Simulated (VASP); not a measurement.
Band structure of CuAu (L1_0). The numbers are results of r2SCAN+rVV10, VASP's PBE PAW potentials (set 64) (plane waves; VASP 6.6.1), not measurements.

Unless said otherwise, spin-orbit coupling is left out, though it shifts the bands of the heavy elements here.

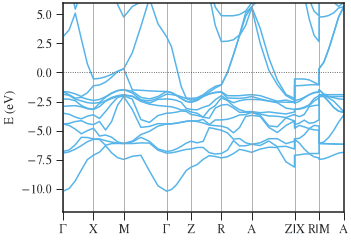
Fig. 1. Bands along high-symmetry lines, zero at the valence-band maximum or, without a gap, the Fermi level

Read the plot: is there a gap, and where are the band edges?

It has no gap at this level: it comes out as a metal or semimetal.

The compound is CuAu in the L1_0 structure. It was relaxed first.
